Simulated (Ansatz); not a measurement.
# B3LYP/6-31G(d) (Cartesian functions) run of SiBr2 (SMILES Br[Si]Br)

What is the energy change on altering one bond length of SiBr2 at B3LYP/6-31G* (Cartesian functions)? 

The calculation is run with Ansatz 0.2.0.

26 further runs of the same task are left out: 1 that didn't finish, 25 set aside as unsound or not needed. Runs told in other sessions of the task aren't counted.

### 1 The molecule

The species is SiBr2 (3 atoms), meant as a singlet with charge 0. As SMILES, `Br[Si]Br`. The coordinates come from a PBE0-D4/def2-TZVP relaxation.

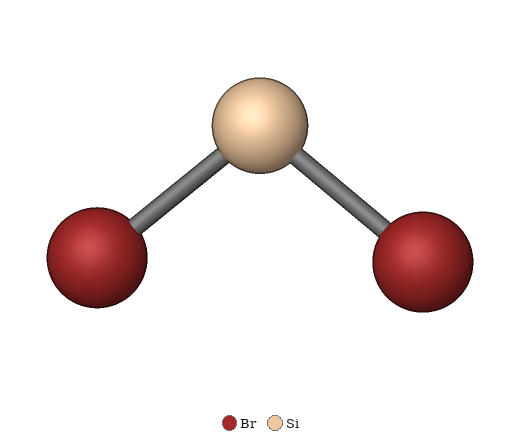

The structure, seen from a chosen angle (bromine red, silicon light orange).

### 2 The energy at B3LYP/6-31G(d) (Cartesian functions)

The input, job.yaml:

```yaml
crystal:
  periodic: [false, false, false]
  atoms:
    - {symbol: Br, position_ang: [0.975100, 1.342100, 0.670900]}
    - {symbol: Si, position_ang: [-0.770000, 0.385700, -0.376400]}
    - {symbol: Br, position_ang: [-0.216000, -1.792600, -0.307800]}
basis:
  gaussian:
    orbitals: "6-31G*"
accuracy: high
output: {orbitals: {seedname: orbitals}}
total_charge: 0
hamiltonian:
  xc: {name: B3LYP}
```

The run is started by

```console
$ ansatz run job.yaml --threads 1 --pin off --max-ram 2610MiB --events-out events.jsonl --progress --plain --runs-dir runs
```

What it wrote:

```text
Warning: RAYON_NUM_THREADS=1 ignored (pool sized by the plan → 1); use --threads N
Functional definition: B3LYP
  name "B3LYP"
  parameter a0 = 0.2
  parameter ax = 0.72
  parameter ac = 0.81
  exchange = (1 - a0 - ax)*slater_x + ax*b88_x + a0*exact_x
  correlation = (1 - ac)*vwn_rpa_c + ac*lyp_c
1513 factors; integrals over basis functions are off by at most 4.1e-9 eV
mean field evaluation 1: about -147956.5099 eV, gradient 1.2e1 eV
mean field evaluation 2: about -147956.0085 eV, gradient 1.7e1 eV
mean field evaluation 4: about -147956.9860 eV, gradient 3.9e-1 eV
mean field evaluation 8: about -147957.0112 eV, gradient 2.2e-2 eV
mean field evaluation 16: about -147957.0112 eV, gradient 2.9e-6 eV
mean field -147957.01121100 eV, -5437.3198731400 hartree, gradient 2.8e-8 eV, S^2 0.000000; 0 other end points of the search recorded, 0 dependent functions left out
reference -147957.01124118 eV, -5437.3198742490 hartree; 42, 42 occupied and 47, 47 virtual orbitals, 1513 factors
Total energy: -147957.01124118 eV, -5437.3198742490 hartree
```

Wall time 6.3 s (1 thread of Arm Neoverse V2, shared host); peak memory 0.28 GiB.

### 3 The distorted shape at the same level

The input, job.yaml:

```yaml
crystal:
  periodic: [false, false, false]
  atoms:
    - {symbol: Br, position_ang: [0.310305, 3.956040, 0.588581]}
    - {symbol: Si, position_ang: [-1.434795, 2.999640, -0.458719]}
    - {symbol: Br, position_ang: [-0.216000, -1.792600, -0.307800]}
basis:
  gaussian:
    orbitals: "6-31G*"
magnetization:
  spin_polarized: false
hamiltonian:
  xc: {name: B3LYP}
accuracy: high
output: {orbitals: {seedname: orbitals}}
```

The run is started by

```console
$ ansatz run job.yaml --threads 1 --pin off --max-ram 2610MiB --events-out events.jsonl --progress --plain --runs-dir runs
```

What it wrote, shortened:

```text
Warning: RAYON_NUM_THREADS=1 ignored (pool sized by the plan → 1); use --threads N
[... 2 set-up lines as earlier in the session ...]
[...]
1378 factors; integrals over basis functions are off by at most 4.1e-9 eV
[...]
mean field -147953.48331733 eV, -5437.1902254390 hartree, gradient 6.2e-8 eV, S^2 0.000000; 8 other end points of the search recorded, 0 dependent functions left out
reference -147953.48335366 eV, -5437.1902267742 hartree; 42, 42 occupied and 47, 47 virtual orbitals, 1378 factors
Total energy: -147953.48335366 eV, -5437.1902267742 hartree
```

Run time: 18 s. Hardware: 1 thread of Arm Neoverse V2, shared host; peak memory 0.33 GiB.

### 4 Outcome

Level: B3LYP/6-31G* (Cartesian functions).

```
                                                           quantity           value
                                          first shape: total energy  -5437.31987 Eh
                                           first shape: HOMO energy        -7.39 eV
                                           first shape: LUMO energy        -3.31 eV
                                         first shape: HOMO–LUMO gap         4.08 eV
                                      distorted shape: total energy  -5437.19023 Eh
                                       distorted shape: HOMO energy        -5.90 eV
                                       distorted shape: LUMO energy        -5.15 eV
                                     distorted shape: HOMO–LUMO gap         0.75 eV
energy change with the Si2–Br3 bond stretched from 2.249 to 4.947 Å        3.528 eV
```

One bond (distorted shape) is far stretched, which a spin-restricted single reference describes badly; a broken-symmetry solution may lie lower. With the Si2–Br3 bond stretched from 2.249 to 4.947 Å the energy rises by 3.53 eV (340 kJ/mol). The first shape isn't relaxed at this level, so the change isn't measured from a minimum. A restricted reference can't describe the breaking bond well at this length.
